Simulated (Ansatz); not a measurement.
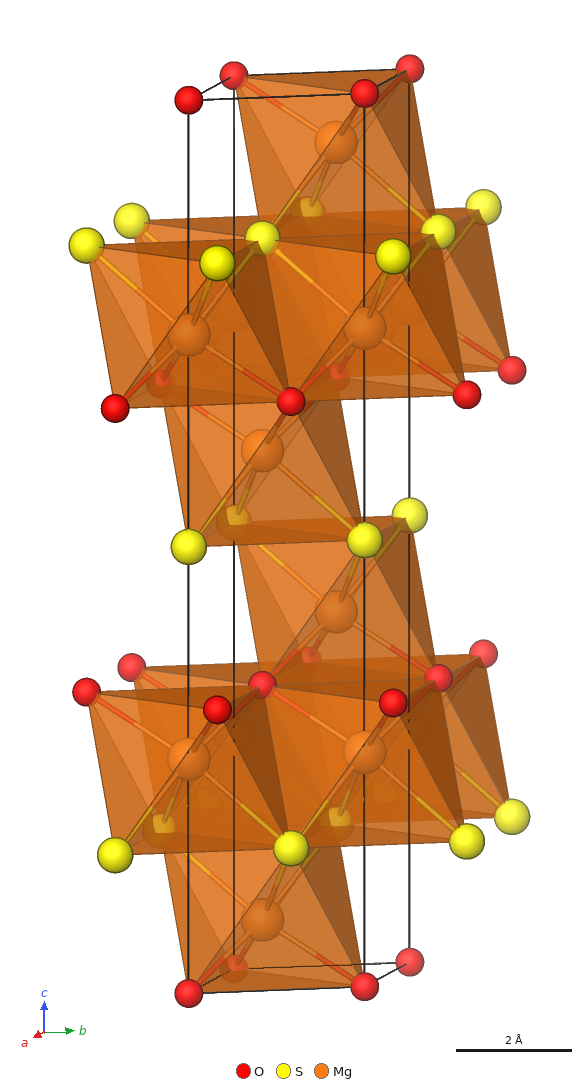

An orthographic polyhedral view of the structure, slightly off an axis. The frame is the conventional unit cell; atoms at its boundary are shown with their periodic copies. Some neighbours outside the box are added.

Mg2SO, space group R-3m (No. 166), a = 3.186 Å, b = 3.186 Å, c = 15.731 Å, α = 90.00°, β = 90.00°, γ = 120.00°. Origin of the cell: a structure type filled with these elements by a generator (whether the compound takes this form wasn't checked). The cell was then strained or its atoms displaced on purpose. Ansatz was used for an electronic-structure calculation on it.

This one geometry was computed with Ansatz (DFT, plane waves, PAW) at three levels of theory: HSE06, r2SCAN and PBE. It was relaxed with r2SCAN and then strained.

### Which level gives the highest pressure at this volume, and what does that say about its equilibrium volume?

Highest: PBE (22.7 GPa), which points to the largest equilibrium volume. Lowest, with the smallest volume: HSE06 (19.5 GPa). Levels within 0.5 GPa of each other can't be told apart.

### How does the band gap change with the level of theory?

PBE: a gap of 1.23 eV, direct; r2SCAN: a gap of 1.86 eV, direct; HSE06: a gap of 2.32 eV, direct.

### Collect the results in a table.

| level | cutoff (eV) | k-mesh of the run's cell | gap (eV) | pressure (GPa) |
| --- | --- | --- | --- | --- |
| HSE06 | 420 | 6×6×6 | 2.32 | 19.5 |
| r2SCAN | 500 | 10×10×10 | 1.86 | 20.1 |
| PBE | 420 | 10×10×10 | 1.23 | 22.7 |

Gaps are taken on the k-mesh or band path of each run.
